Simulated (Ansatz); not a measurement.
**RPA@PBE/STO-3G run of BNH2Cl (SMILES N[B]Cl)**

Aim: the electronic atomisation energy of BNH2Cl at RPA@PBE/STO-3G, from 5 runs. 

The results are computed with Ansatz 0.2.0.

76 further runs of the same task are left out: 76 set aside as unsound or not needed.

### 1 The structure to begin with

BNH2Cl: 5 atoms, total charge 0, spin state doublet. As SMILES, `N[B]Cl`. Geometry: relaxed at PBE0-D4/def2-TZVP. This is one conformer, not always the lowest.

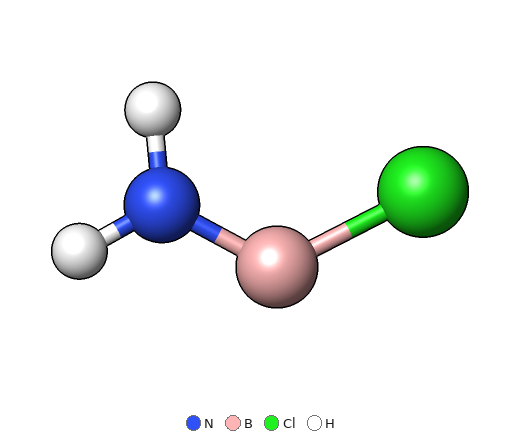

The structure, seen from a chosen angle (nitrogen blue, boron pink, chlorine green, hydrogen white).

### 2 The energy at RPA@PBE/STO-3G

Contents of job.yaml:

```yaml
crystal:
  periodic: [false, false, false]
  atoms:
    - symbol: "N"
      position_ang: [-0.334000, 0.412100, -0.256700]
    - symbol: B
      position_ang: [-0.098400, -0.544600, 0.704400]
    - symbol: Cl
      position_ang: [1.343200, -1.526200, 0.784600]
    - symbol: H
      position_ang: [-1.176700, 0.959900, -0.273100]
    - symbol: H
      position_ang: [0.315800, 0.625100, -1.000600]
basis:
  gaussian: {orbitals: STO-3G}
magnetization: {spin_polarized: true, initial_magnetization: 1}
hamiltonian: {xc: {name: PBE}}
correlation: {method: rpa, frozen_orbitals: {B: 1, Cl: 5, H: 0, "N": 1}}
accuracy: high
```

The run is started by

```console
$ ansatz run job.yaml --threads 1 --pin off --max-ram 2610MiB --events-out events.jsonl --progress --plain --runs-dir runs
```

Standard output:

```text
Warning: RAYON_NUM_THREADS=1 ignored (pool sized by the plan → 1); use --threads N
Functional definition: PBE
  name "PBE"
  parameter kappa = 0.804
  parameter beta = 0.06672455060314922
  exchange = pbe_x(kappa = kappa, mu = beta*pi^2/3)
  correlation = pbe_c(beta = beta)
372 factors; integrals over basis functions are off by at most 2.5e-8 eV
mean field evaluation 1: about -14547.5371 eV, gradient 8.6e0 eV
mean field evaluation 2: about -14547.4995 eV, gradient 8.5e0 eV
mean field evaluation 4: about -14548.0038 eV, gradient 1.9e0 eV
mean field evaluation 8: about -14548.0348 eV, gradient 2.2e-2 eV
mean field evaluation 16: about -14548.0348 eV, gradient 1.6e-7 eV
mean field -14548.03477777 eV, -534.6304170707 hartree, gradient 3.9e-8 eV, S^2 0.754440; 0 other end points of the search recorded, 0 dependent functions left out
7 core orbitals not correlated: weight in the atoms' cores, before any rotation towards them, 1.000 or more for the frozen orbitals, at most 0.000 for the correlated occupied ones
reference -14526.88075710 eV, -533.8530211500 hartree; 9, 8 occupied and 5, 6 virtual orbitals, 372 factors
Total energy: -14531.69972044 eV, -534.0301147862 hartree
```

It took 2.2 s on 1 thread of Arm Neoverse V1, shared host; peak memory 0.13 GiB.

### 3 The B atom at the same level

Contents of input.yaml:

```yaml
crystal:
  periodic: [false, false, false]
  atoms:
    - symbol: B
      position_ang: [0.000000, 0.000000, 0.000000]
basis:
  gaussian:
    orbitals: STO-3G
magnetization:
  spin_polarized: true
  initial_magnetization: 1
hamiltonian:
  xc: pbe
correlation:
  method: rpa
  frozen_orbitals: {B: 1}
accuracy: high
```

The run is started by

```console
$ ansatz run input.yaml --threads 1 --pin off --max-ram 2610MiB --events-out events.jsonl --progress --plain --runs-dir runs
```

Standard output:

```text
Warning: RAYON_NUM_THREADS=1 ignored (pool sized by the plan → 1); use --threads N
Functional definition: PBE
  name "PBE"
  parameter kappa = 0.804
  parameter beta = 0.06672455060314922
  exchange = pbe_x(kappa = kappa, mu = beta*pi^2/3)
  correlation = pbe_c(beta = beta)
15 factors; integrals over basis functions are off by at most 8.9e-10 eV
mean field evaluation 1: about -659.1828 eV, gradient 1.2e-6 eV
mean field evaluation 2: about -659.1827 eV, gradient 3.8e-6 eV
mean field evaluation 4: about -659.1827 eV, gradient 8.0e-7 eV
mean field evaluation 8: about -659.1825 eV, gradient 0.0e0 eV
mean field evaluation 16: about -659.1379 eV, gradient 5.5e0 eV
mean field -659.18268237 eV, -24.2245167672 hartree, gradient 0.0e0 eV, S^2 0.750000; 4 other end points of the search recorded, 0 dependent functions left out
1 core orbitals not correlated: weight in the atoms' cores, before any rotation towards them, 1.000 or more for the frozen orbitals, at most 0.000 for the correlated occupied ones
reference -657.12745801 eV, -24.1489886649 hartree; 2, 1 occupied and 2, 3 virtual orbitals, 15 factors
Total energy: -659.23481628 eV, -24.2264326529 hartree
```

Wall time 0.38 s (1 thread of Arm Neoverse V1, shared host).

### 4 The Cl atom at the same level

Contents of input.yaml:

```yaml
crystal:
  periodic: [false, false, false]
  atoms:
    - {symbol: Cl, position_ang: [0.000000, 0.000000, 0.000000]}
basis:
  gaussian:
    orbitals: STO-3G
total_charge: 0
magnetization:
  spin_polarized: true
  initial_magnetization: 1
hamiltonian:
  xc: {name: PBE}
correlation:
  method: rpa
  frozen_orbitals: {Cl: 5}
accuracy: high
```

Run the same way, it converges to -454.57165 Eh (log not shown).

### 5 The H atom

Contents of in.yaml:

```yaml
crystal:
  periodic: [false, false, false]
  atoms:
    - {symbol: H, position_ang: [0.000000, 0.000000, 0.000000]}
basis:
  gaussian: {orbitals: STO-3G}
magnetization: {spin_polarized: true, initial_magnetization: 1}
hamiltonian: {xc: pbe}
correlation: {method: rpa, frozen_orbitals: {H: 0}}
accuracy: high
```

Run the same way, it converges to -0.46658 Eh (log not shown).

### 6 The N atom at the same level

Contents of molecule.yaml:

```yaml
crystal:
  periodic: [false, false, false]
  atoms:
    - symbol: N
      position_ang: [0.000000, 0.000000, 0.000000]
basis:
  gaussian: {orbitals: STO-3G}
magnetization: {spin_polarized: true, initial_magnetization: 3}
hamiltonian: {xc: pbe}
correlation: {method: rpa, frozen_orbitals: {"N": 1}}
accuracy: high
```

Run the same way, it converges to -53.74680 Eh (log not shown).

### 7 Summary of results

At RPA@PBE/STO-3G, 7 core orbitals frozen:

```
                                   quantity          value
                     molecule: total energy  -534.03011 Eh
 molecule: RPA correlation energy (valence)     -177.1 mEh
molecule: ⟨S²⟩ of the reference determinant          0.754
                       B atom: total energy   -24.22643 Eh
   B atom: RPA correlation energy (valence)      -77.4 mEh
  B atom: ⟨S²⟩ of the reference determinant          0.750
                      Cl atom: total energy  -454.57165 Eh
  Cl atom: RPA correlation energy (valence)      -29.7 mEh
 Cl atom: ⟨S²⟩ of the reference determinant          0.750
                       H atom: total energy    -0.46658 Eh
             H atom: RPA correlation energy        0.0 mEh
  H atom: ⟨S²⟩ of the reference determinant          0.750
                       N atom: total energy   -53.74680 Eh
   N atom: RPA correlation energy (valence)      -27.8 mEh
  N atom: ⟨S²⟩ of the reference determinant          3.750
              electronic atomisation energy      15.023 eV
```

Taking the molecule apart into free atoms costs 15.02 eV (1449 kJ/mol), before zero-point energy and without spin-orbit coupling. In a minimal basis such a difference can be off by several eV, whatever the method.
